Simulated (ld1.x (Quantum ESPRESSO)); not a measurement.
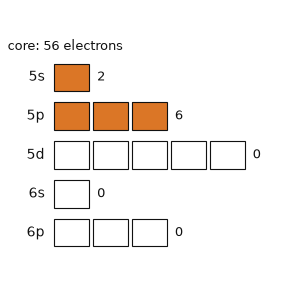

The valence shells of the reference configuration: a box for each of the 2l + 1 orbitals, shaded by the share of the shell that is filled, with the electron count at the right.

# Run report: Ho, pseudopotential generation (part 1 of 2)

Holmium (Ho, Z = 67), core [Kr] 4d10 4f10, reference valence 5s2 5p6 5d0 6s0 6p0 (an ion of charge +3), valence charge 11. Computed at this level: TM potential, PBE, fully relativistic, made with ld1.x (Quantum ESPRESSO) 7.5.

Input:
```
 &input
   title='Ho', zed=67., rel=2, dft='PBE', iswitch=3,
   config='[Xe] 4f10 5d0 6s0 6p0', rel_dist='average',
   nld=5, rlderiv=3.10, eminld=-8.0, emaxld=5.0, deld=0.04
 /
 &inputp
   pseudotype=2, tm=.true., lloc=0,
   nlcc=.false.,
   file_pseudopw='Ho.UPF', file_wfcaegen='ae.wfc', file_wfcncgen='nc.wfc', file_beta='beta', file_chi='chi'
 /
3
5P  2  1   6.00   0.00  2.35  2.35  0.0
5D  3  2   0.00   0.00  2.85  2.85  0.0
5S  1  0   2.00   0.00  1.90  1.90  0.0
 &test
   configts(1)='5s2 5p6 5d0 6s0 6p0'
 /
```

Input of the test run:
```
 &input
   title='Ho', zed=67., rel=2, dft='PBE', iswitch=2,
   config='[Xe] 4f10 5d0 6s0 6p0', rel_dist='average'
 /
 &test
   file_pseudo='Ho.UPF', nconf=8,
   configts(1)='5s2 5p6 5d0 6s0 6p0',
   configts(2)='5s2 5p6 5d1 6s2 6p0',
   configts(3)='5s2 5p6 5d1 6s1 6p0',
   configts(4)='5s2 5p6 5d1 6s0 6p0',
   configts(5)='5s2 5p6 5d2 6s0 6p0',
   configts(6)='5s2 5p6 5d0 6s2 6p0',
   configts(7)='5s2 5p6 5d0 6s2 6p1',
   configts(8)='5s2 5p6 5d1 6s0 6p2'
 /
```

Launched with:
```bash
ld1.x < Ho.in > Ho.out
```

The program's output:
```
     Program LD1 v.7.5
     --------------------------- All-electron run ----------------------------

     Ho
     dirac relativistic calculation

     atomic number is 67.00
     dft =PBE   lsd =0 sic =0 latt =0  beta=0.20 tr2=1.0E-14
     Exchange-correlation= PBE
                           (   1   4   3   4   0   0   0)
     mesh =1265 r(mesh) =  99.01857 a.u. xmin = -7.00 dx = 0.01250
     1 Ry =  13.60569312 eV, c = 137.03599908

     n l j   nl                  e(Ry)          e(Ha)          e(eV)
     Spin orbit split results
     1 0 0.5 1S 1( 2.00)     -4076.9247     -2038.4623    -55469.3859
     2 0 0.5 2S 1( 2.00)      -683.5605      -341.7803     -9300.3148
     2 1 0.5 2P 1( 2.00)      -650.6460      -325.3230     -8852.4898
     2 1 1.5 2P 1( 4.00)      -587.6622      -293.8311     -7995.5514
     3 0 0.5 3S 1( 2.00)      -154.5875       -77.2937     -2103.2699
     3 1 0.5 3P 1( 2.00)      -140.2016       -70.1008     -1907.5404
     3 1 1.5 3P 1( 4.00)      -127.0472       -63.5236     -1728.5649
     4 0 0.5 4S 1( 2.00)       -32.4898       -16.2449      -442.0459
     4 1 0.5 4P 1( 2.00)       -26.7769       -13.3884      -364.3177
     4 1 1.5 4P 1( 4.00)       -23.8185       -11.9092      -324.0666
     3 2 1.5 3D 1( 4.00)      -102.4093       -51.2047     -1393.3499
     3 2 2.5 3D 1( 6.00)       -99.5360       -49.7680     -1354.2565
     5 0 0.5 5S 1( 2.00)        -5.8804        -2.9402       -80.0063
     5 1 0.5 5P 1( 2.00)        -4.2905        -2.1453       -58.3756
     5 1 1.5 5P 1( 4.00)        -3.8857        -1.9429       -52.8678
     4 2 1.5 4D 1( 4.00)       -14.4164        -7.2082      -196.1446
     4 2 2.5 4D 1( 6.00)       -13.8780        -6.9390      -188.8198
     4 3 2.5 4F 1( 4.29)        -2.6186        -1.3093       -35.6275
     4 3 3.5 4F 1( 5.71)        -2.5415        -1.2707       -34.5785
     5 2 1.5 5D 1( 0.00)        -1.8527        -0.9263       -25.2070
     5 2 2.5 5D 1( 0.00)        -1.8157        -0.9078       -24.7034
     6 0 0.5 6S 1( 0.00)        -1.7182        -0.8591       -23.3779
     6 1 0.5 6P 1( 0.00)        -1.3422        -0.6711       -18.2611
     6 1 1.5 6P 1( 0.00)        -1.2726        -0.6363       -17.3144
     Averaged results
     1 0     1S 1( 2.00)     -4076.9247     -2038.4623    -55469.3859
     2 0     2S 1( 2.00)      -683.5605      -341.7803     -9300.3148
     2 1     2P 1( 6.00)      -608.6568      -304.3284     -8281.1975
     3 0     3S 1( 2.00)      -154.5875       -77.2937     -2103.2699
     3 1     3P 1( 6.00)      -131.4320       -65.7160     -1788.2234
     4 0     4S 1( 2.00)       -32.4898       -16.2449      -442.0459
     4 1     4P 1( 6.00)       -24.8046       -12.4023      -337.4836
     3 2     3D 1(10.00)      -100.6853       -50.3427     -1369.8939
     5 0     5S 1( 2.00)        -5.8804        -2.9402       -80.0063
     5 1     5P 1( 6.00)        -4.0206        -2.0103       -54.7037
     4 2     4D 1(10.00)       -14.0933        -7.0467      -191.7497
     4 3     4F 1(10.00)        -2.5745        -1.2873       -35.0281
     5 2     5D 1( 0.00)        -1.8305        -0.9152       -24.9049
     6 0     6S 1( 0.00)        -1.7182        -0.8591       -23.3779
     6 1     6P 1( 0.00)        -1.2958        -0.6479       -17.6300

     final scf error:  9.1E-15 reached in  36 iterations

     Etot =  -25253.693867 Ry,  -12626.846933 Ha, -343594.008975 eV

     Ekin =   27792.852125 Ry,   13896.426063 Ha,  378141.017026 eV
     Encl =  -62231.262284 Ry,  -31115.631142 Ha, -846699.457293 eV
     Eh   =    9726.289229 Ry,    4863.144615 Ha,  132332.906481 eV
     Exc  =    -541.572937 Ry,    -270.786469 Ha,   -7368.475188 eV

     normalization and overlap integrals

     s(1S/1S) =  1.000000  <r> =   0.0207  <r2> =    0.0006  r(max) =   0.0132
     s(2S/2S) =  1.000000  <r> =   0.0875  <r2> =    0.0091  r(max) =   0.0749
     s(2P/2P) =  1.000000  <r> =   0.0729  <r2> =    0.0066  r(max) =   0.0569
     s(2P/2P) =  1.000000  <r> =   0.0801  <r2> =    0.0078  r(max) =   0.0621
     s(3S/3S) =  1.000000  <r> =   0.2294  <r2> =    0.0603  r(max) =   0.2113
     s(3P/3P) =  1.000000  <r> =   0.2191  <r2> =    0.0559  r(max) =   0.1985
     s(3P/3P) =  1.000000  <r> =   0.2327  <r2> =    0.0628  r(max) =   0.2113
     s(4S/4S) =  1.000000  <r> =   0.5183  <r2> =    0.3034  r(max) =   0.4821
     s(4P/4P) =  1.000000  <r> =   0.5279  <r2> =    0.3174  r(max) =   0.4881
     s(4P/4P) =  1.000000  <r> =   0.5587  <r2> =    0.3553  r(max) =   0.5131
     s(3D/3D) =  1.000000  <r> =   0.2054  <r2> =    0.0496  r(max) =   0.1687
     s(3D/3D) =  1.000000  <r> =   0.2096  <r2> =    0.0515  r(max) =   0.1708
     s(5S/5S) =  1.000000  <r> =   1.2518  <r2> =    1.7606  r(max) =   1.1278
     s(5P/5P) =  1.000000  <r> =   1.3919  <r2> =    2.1921  r(max) =   1.2157
     s(5P/5P) =  1.000000  <r> =   1.4842  <r2> =    2.4915  r(max) =   1.2941
     s(4D/4D) =  1.000000  <r> =   0.5884  <r2> =    0.4019  r(max) =   0.5196
     s(4D/4D) =  1.000000  <r> =   0.5992  <r2> =    0.4168  r(max) =   0.5261
     s(4F/4F) =  1.000000  <r> =   0.7792  <r2> =    0.7882  r(max) =   0.5196
     s(4F/4F) =  1.000000  <r> =   0.7914  <r2> =    0.8151  r(max) =   0.5196
     s(5D/5D) =  1.000000  <r> =   2.0782  <r2> =    4.9769  r(max) =   1.7037
     s(5D/5D) =  1.000000  <r> =   2.1182  <r2> =    5.1663  r(max) =   1.7468
     s(6S/6S) =  1.000000  <r> =   2.9923  <r2> =    9.9598  r(max) =   2.7740
     s(6P/6P) =  1.000000  <r> =   3.4358  <r2> =   13.1664  r(max) =   3.1829
     s(6P/6P) =  1.000000  <r> =   3.5958  <r2> =   14.4234  r(max) =   3.3461

     ------------------------ End of All-electron run ------------------------

     --------------------- Generating NC pseudopotential ---------------------

      Generating local pot.: lloc=0, matching radius rcloc =   1.9000

     Fully relativistic calculation: |psi|^2

     Wfc 5P LC norm =  0.99975473 SC norm =  0.00024524 missing  0.00000002

     Wfc 5P LC norm =  0.99978298 SC norm =  0.00021691 missing  0.00000010

     Wfc 5D LC norm =  0.99989182 SC norm =  0.00010808 missing  0.00000010

     Wfc 5D LC norm =  0.99989586 SC norm =  0.00010229 missing  0.00000185

      Wfc   5P  rcut= 2.329  Using Troullier-Martins method

      Wfc   5P  rcut= 2.329  Using Troullier-Martins method

      Wfc   5D  rcut= 2.844  Using Troullier-Martins method

      Wfc   5D  rcut= 2.844  Using Troullier-Martins method

     ------------------- End of pseudopotential generation -------------------

     --------------------------- All-electron run ----------------------------

     Ho
     dirac relativistic calculation

     atomic number is 67.00
     dft =PBE   lsd =0 sic =0 latt =0  beta=0.20 tr2=1.0E-14
     Exchange-correlation= PBE
                           (   1   4   3   4   0   0   0)
     mesh =1265 r(mesh) =  99.01857 a.u. xmin = -7.00 dx = 0.01250
     1 Ry =  13.60569312 eV, c = 137.03599908

     n l j   nl                  e(Ry)          e(Ha)          e(eV)
     Spin orbit split results
     1 0 0.5 1S 1( 2.00)     -4076.9247     -2038.4623    -55469.3859
     2 0 0.5 2S 1( 2.00)      -683.5605      -341.7803     -9300.3148
     2 1 0.5 2P 1( 2.00)      -650.6460      -325.3230     -8852.4898
     2 1 1.5 2P 1( 4.00)      -587.6622      -293.8311     -7995.5514
     3 0 0.5 3S 1( 2.00)      -154.5875       -77.2937     -2103.2699
     3 1 0.5 3P 1( 2.00)      -140.2016       -70.1008     -1907.5404
     3 1 1.5 3P 1( 4.00)      -127.0472       -63.5236     -1728.5649
     4 0 0.5 4S 1( 2.00)       -32.4898       -16.2449      -442.0459
     4 1 0.5 4P 1( 2.00)       -26.7769       -13.3884      -364.3177
     4 1 1.5 4P 1( 4.00)       -23.8185       -11.9092      -324.0666
     3 2 1.5 3D 1( 4.00)      -102.4093       -51.2047     -1393.3499
     3 2 2.5 3D 1( 6.00)       -99.5360       -49.7680     -1354.2565
     5 0 0.5 5S 1( 2.00)        -5.8804        -2.9402       -80.0063
     5 1 0.5 5P 1( 2.00)        -4.2905        -2.1453       -58.3756
     5 1 1.5 5P 1( 4.00)        -3.8857        -1.9429       -52.8678
     4 2 1.5 4D 1( 4.00)       -14.4164        -7.2082      -196.1446
     4 2 2.5 4D 1( 6.00)       -13.8780        -6.9390      -188.8198
     4 3 2.5 4F 1( 4.29)        -2.6186        -1.3093       -35.6275
     4 3 3.5 4F 1( 5.71)        -2.5415        -1.2707       -34.5785
     5 2 1.5 5D 1( 0.00)        -1.8527        -0.9263       -25.2070
     5 2 2.5 5D 1( 0.00)        -1.8157        -0.9078       -24.7034
     6 0 0.5 6S 1( 0.00)        -1.7182        -0.8591       -23.3779
     6 1 0.5 6P 1( 0.00)        -1.3422        -0.6711       -18.2611
     6 1 1.5 6P 1( 0.00)        -1.2726        -0.6363       -17.3144
     Averaged results
     1 0     1S 1( 2.00)     -4076.9247     -2038.4623    -55469.3859
     2 0     2S 1( 2.00)      -683.5605      -341.7803     -9300.3148
     2 1     2P 1( 6.00)      -608.6568      -304.3284     -8281.1975
     3 0     3S 1( 2.00)      -154.5875       -77.2937     -2103.2699
     3 1     3P 1( 6.00)      -131.4320       -65.7160     -1788.2234
     4 0     4S 1( 2.00)       -32.4898       -16.2449      -442.0459
     4 1     4P 1( 6.00)       -24.8046       -12.4023      -337.4836
     3 2     3D 1(10.00)      -100.6853       -50.3427     -1369.8939
     5 0     5S 1( 2.00)        -5.8804        -2.9402       -80.0063
     5 1     5P 1( 6.00)        -4.0206        -2.0103       -54.7037
     4 2     4D 1(10.00)       -14.0933        -7.0467      -191.7497
     4 3     4F 1(10.00)        -2.5745        -1.2873       -35.0281
     5 2     5D 1( 0.00)        -1.8305        -0.9152       -24.9049
     6 0     6S 1( 0.00)        -1.7182        -0.8591       -23.3779
     6 1     6P 1( 0.00)        -1.2958        -0.6479       -17.6300

     final scf error:  9.1E-15 reached in  36 iterations

     Etot =  -25253.693867 Ry,  -12626.846933 Ha, -343594.008975 eV

     Ekin =   27792.852125 Ry,   13896.426063 Ha,  378141.017026 eV
     Encl =  -62231.262284 Ry,  -31115.631142 Ha, -846699.457293 eV
     Eh   =    9726.289229 Ry,    4863.144615 Ha,  132332.906481 eV
     Exc  =    -541.572937 Ry,    -270.786469 Ha,   -7368.475188 eV

     normalization and overlap integrals

     s(1S/1S) =  1.000000  <r> =   0.0207  <r2> =    0.0006  r(max) =   0.0132
     s(2S/2S) =  1.000000  <r> =   0.0875  <r2> =    0.0091  r(max) =   0.0749
     s(2P/2P) =  1.000000  <r> =   0.0729  <r2> =    0.0066  r(max) =   0.0569
     s(2P/2P) =  1.000000  <r> =   0.0801  <r2> =    0.0078  r(max) =   0.0621
     s(3S/3S) =  1.000000  <r> =   0.2294  <r2> =    0.0603  r(max) =   0.2113
     s(3P/3P) =  1.000000  <r> =   0.2191  <r2> =    0.0559  r(max) =   0.1985
     s(3P/3P) =  1.000000  <r> =   0.2327  <r2> =    0.0628  r(max) =   0.2113
     s(4S/4S) =  1.000000  <r> =   0.5183  <r2> =    0.3034  r(max) =   0.4821
     s(4P/4P) =  1.000000  <r> =   0.5279  <r2> =    0.3174  r(max) =   0.4881
     s(4P/4P) =  1.000000  <r> =   0.5587  <r2> =    0.3553  r(max) =   0.5131
     s(3D/3D) =  1.000000  <r> =   0.2054  <r2> =    0.0496  r(max) =   0.1687
     s(3D/3D) =  1.000000  <r> =   0.2096  <r2> =    0.0515  r(max) =   0.1708
     s(5S/5S) =  1.000000  <r> =   1.2518  <r2> =    1.7606  r(max) =   1.1278
     s(5P/5P) =  1.000000  <r> =   1.3919  <r2> =    2.1921  r(max) =   1.2157
     s(5P/5P) =  1.000000  <r> =   1.4842  <r2> =    2.4915  r(max) =   1.2941
     s(4D/4D) =  1.000000  <r> =   0.5884  <r2> =    0.4019  r(max) =   0.5196
     s(4D/4D) =  1.000000  <r> =   0.5992  <r2> =    0.4168  r(max) =   0.5261
     s(4F/4F) =  1.000000  <r> =   0.7792  <r2> =    0.7882  r(max) =   0.5196
     s(4F/4F) =  1.000000  <r> =   0.7914  <r2> =    0.8151  r(max) =   0.5196
     s(5D/5D) =  1.000000  <r> =   2.0782  <r2> =    4.9769  r(max) =   1.7037
     s(5D/5D) =  1.000000  <r> =   2.1182  <r2> =    5.1663  r(max) =   1.7468
     s(6S/6S) =  1.000000  <r> =   2.9923  <r2> =    9.9598  r(max) =   2.7740
     s(6P/6P) =  1.000000  <r> =   3.4358  <r2> =   13.1664  r(max) =   3.1829
     s(6P/6P) =  1.000000  <r> =   3.5958  <r2> =   14.4234  r(max) =   3.3461

     ------------------------ End of All-electron run ------------------------

     Computing logarithmic derivative in   3.08508
     Computing logarithmic derivative in   3.08508
     Computing the partial wave expansion
       no projector for channel:   0
     R is outside the sphere for l=    1 j= 0.50
     R is outside the sphere for l=    1 j= 1.50
     R is outside the sphere for l=    2 j= 1.50
     R is outside the sphere for l=    2 j= 2.50

     ---------------------- Testing the pseudopotential ----------------------

     Ho
     dirac relativistic calculation

     atomic number is 67.00   valence charge is 11.00
     dft =PBE   lsd =0 sic =0 latt =0  beta=0.20 tr2=1.0E-14
     mesh =1265 r(mesh) =  99.01857 xmin = -7.00 dx = 0.01250

     n l  j  nl             e AE (Ry)       e PS (Ry)    De AE-PS (Ry)
     1 0 0.5 5S   1( 2.00)       -5.88035       -5.88035       -0.00000
     2 1 0.5 5P   1( 2.00)       -4.29053       -4.29053       -0.00000
     2 1 1.5 5P   1( 4.00)       -3.88571       -3.88571        0.00000
     3 2 1.5 5D   1( 0.00)       -1.85268       -1.85268       -0.00000
     3 2 2.5 5D   1( 0.00)       -1.81567       -1.81567        0.00000
     2 0 0.5 6S   1( 0.00)       -1.71825       -1.85575        0.13751  !
     3 1 0.5 6P   1( 0.00)       -1.34216       -1.45177        0.10960  !
     3 1 1.5 6P   1( 0.00)       -1.27259       -1.28783        0.01524  !

     eps = 1.8E-15  iter = 17

     Etot =  -25253.693867 Ry,  -12626.846933 Ha, -343594.008975 eV
     Etotps =   -74.907628 Ry,     -37.453814 Ha,   -1019.170203 eV

     Ekin =      19.188884 Ry,       9.594442 Ha,     261.078063 eV
     Encl =    -127.668593 Ry,     -63.834297 Ha,   -1737.019700 eV
     Ehrt =      41.491780 Ry,      20.745890 Ha,     564.524432 eV
     Ecxc =      -8.304578 Ry,      -4.152289 Ha,    -112.989536 eV
     Epseu=       0.384878 Ry,       0.192439 Ha,       5.236539 eV

     ---------------------- End of pseudopotential test ----------------------
```

Output of the test run (extracts):
```
     ---------------------- Testing the pseudopotential ----------------------

     Ho
     dirac relativistic calculation

     atomic number is 67.00   valence charge is 11.00
     dft =PBE   lsd =0 sic =0 latt =0  beta=0.20 tr2=1.0E-14
     mesh =1265 r(mesh) =  99.01857 xmin = -7.00 dx = 0.01250

     n l  j  nl             e AE (Ry)       e PS (Ry)    De AE-PS (Ry)
     1 0 0.5 5S   1( 2.00)       -5.88035       -5.88035       -0.00000
     2 1 0.5 5P   1( 2.00)       -4.29053       -4.29053       -0.00000
     2 1 1.5 5P   1( 4.00)       -3.88571       -3.88571        0.00000
     3 2 1.5 5D   1( 0.00)       -1.85268       -1.85268       -0.00000
     3 2 2.5 5D   1( 0.00)       -1.81567       -1.81567        0.00000
     2 0 0.5 6S   1( 0.00)       -1.71825       -1.85575        0.13751  !
     3 1 0.5 6P   1( 0.00)       -1.34216       -1.45177        0.10960  !
     3 1 1.5 6P   1( 0.00)       -1.27259       -1.28783        0.01524  !

     eps = 1.8E-15  iter = 17

     Etot =  -25253.693867 Ry,  -12626.846933 Ha, -343594.008975 eV
     Etotps =   -74.907628 Ry,     -37.453814 Ha,   -1019.170203 eV

     Ekin =      19.188884 Ry,       9.594442 Ha,     261.078063 eV
     Encl =    -127.668593 Ry,     -63.834297 Ha,   -1737.019700 eV
     Ehrt =      41.491780 Ry,      20.745890 Ha,     564.524432 eV
     Ecxc =      -8.304578 Ry,      -4.152289 Ha,    -112.989536 eV
     Epseu=       0.384878 Ry,       0.192439 Ha,       5.236539 eV

     ---------------------- End of pseudopotential test ----------------------

     ---------------------- Testing the pseudopotential ----------------------

     Ho
     dirac relativistic calculation

     atomic number is 67.00   valence charge is 11.00
     dft =PBE   lsd =0 sic =0 latt =0  beta=0.20 tr2=1.0E-14
     mesh =1265 r(mesh) =  99.01857 xmin = -7.00 dx = 0.01250

     n l  j  nl             e AE (Ry)       e PS (Ry)    De AE-PS (Ry)
     1 0 0.5 5S   1( 2.00)       -3.99131       -3.89549       -0.09582  !
     2 1 0.5 5P   1( 2.00)       -2.41866       -2.33233       -0.08633  !
     2 1 1.5 5P   1( 4.00)       -2.02717       -1.94710       -0.08007  !
     3 2 1.5 5D   1( 0.40)       -0.17479       -0.13860       -0.03619  !
     3 2 2.5 5D   1( 0.60)       -0.15332       -0.11952       -0.03380  !
     2 0 0.5 6S   1( 2.00)       -0.31884       -0.35170        0.03286  !
     3 1 0.5 6P   1( 0.00)       -0.11245       -0.11765        0.00520  !
     3 1 1.5 6P   1( 0.00)       -0.09241       -0.08481       -0.00760  !

     eps = 2.7E-15  iter = 24

     Etot =  -25256.594629 Ry,  -12628.297315 Ha, -343633.475856 eV
     Etotps =   -77.927516 Ry,     -38.963758 Ha,   -1060.257870 eV
     dEtot_ae =      -2.900762 Ry
     dEtot_ps =      -3.019888 Ry,   Delta E=       0.119126 Ry

     Ekin =      21.313214 Ry,      10.656607 Ha,     289.981051 eV
     Encl =    -149.860389 Ry,     -74.930195 Ha,   -2038.954470 eV
     Ehrt =      59.733170 Ry,      29.866585 Ha,     812.711173 eV
     Ecxc =      -9.659330 Ry,      -4.829665 Ha,    -131.421884 eV
     Epseu=       0.545820 Ry,       0.272910 Ha,       7.426260 eV

     ---------------------- End of pseudopotential test ----------------------

     ---------------------- Testing the pseudopotential ----------------------

     Ho
     dirac relativistic calculation

     atomic number is 67.00   valence charge is 11.00
     dft =PBE   lsd =0 sic =0 latt =0  beta=0.20 tr2=1.0E-14
     mesh =1265 r(mesh) =  99.01857 xmin = -7.00 dx = 0.01250

     n l  j  nl             e AE (Ry)       e PS (Ry)    De AE-PS (Ry)
     1 0 0.5 5S   1( 2.00)       -4.46989       -4.40521       -0.06468  !
     2 1 0.5 5P   1( 2.00)       -2.89714       -2.83926       -0.05789  !
     2 1 1.5 5P   1( 4.00)       -2.50528       -2.45197       -0.05330  !
     3 2 1.5 5D   1( 0.40)       -0.61778       -0.59246       -0.02531  !
     3 2 2.5 5D   1( 0.60)       -0.59210       -0.56808       -0.02402  !
     2 0 0.5 6S   1( 1.00)       -0.71029       -0.76709        0.05680  !
     3 1 0.5 6P   1( 0.00)       -0.45419       -0.47793        0.02375  !
     3 1 1.5 6P   1( 0.00)       -0.42085       -0.41783       -0.00302

     eps = 9.9E-15  iter = 29

     Etot =  -25256.084355 Ry,  -12628.042177 Ha, -343626.533216 eV
     Etotps =   -77.373743 Ry,     -38.686871 Ha,   -1052.723402 eV
     dEtot_ae =      -2.390488 Ry
     dEtot_ps =      -2.466115 Ry,   Delta E=       0.075627 Ry

     Ekin =      21.238944 Ry,      10.619472 Ha,     288.970551 eV
     Encl =    -144.358124 Ry,     -72.179062 Ha,   -1964.092338 eV
     Ehrt =      54.511584 Ry,      27.255792 Ha,     741.667880 eV
     Ecxc =      -9.342940 Ry,      -4.671470 Ha,    -127.117176 eV
     Epseu=       0.576794 Ry,       0.288397 Ha,       7.847681 eV

     ---------------------- End of pseudopotential test ----------------------
```

(Continued in part 2.) Outcome of the run: generated.
